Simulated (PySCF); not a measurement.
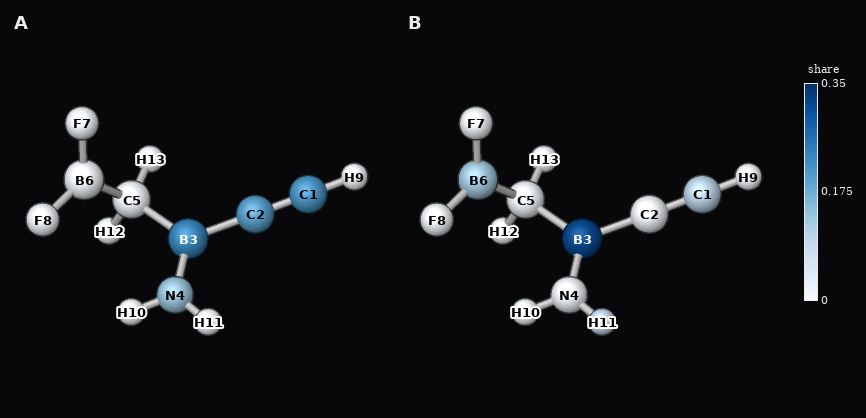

Each panel colours the atoms by their Löwdin share in one orbital (up to four of the largest shares; other atoms are shown as zero). The computed structure is the end point of a GFN2-xTB optimisation. No frequency run is at hand to confirm it as a minimum. Method: B3LYP/def2-SVPD (PySCF 2.14.0).

**The panels show the LUMO, LUMO+1, in some order. Which is which?**

A: LUMO, −1.17 eV; B3 0.23, C1 0.21, C2 0.19, N4 0.13
B: LUMO+1, −0.17 eV; B3 0.32, B6 0.12, C1 0.09, H11 0.08

The geometry is semi-empirical. Around B such bond lengths and angles can be off by a tenth of an ångström or more and by several degrees, and values that hang on the shape move with them.
